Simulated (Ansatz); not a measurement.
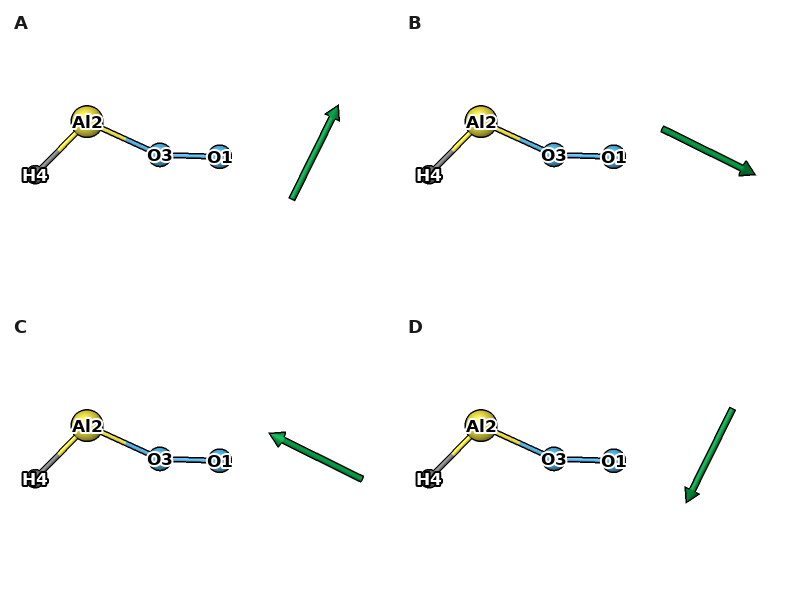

The same molecule four times, each with an arrow. The computed structure is the end point of a PBE-D4/def2-SVP optimisation. No frequency run is at hand to confirm it as a minimum. Method: RKS PBE-D4/def2-SVP (Ansatz 0.2.0).

Which arrow points along the dipole moment, from the negative to the positive end?

C. The dipole moment is 3.09 D; it points from the side of O1 to the side of H4 (the outermost atoms at the two ends).
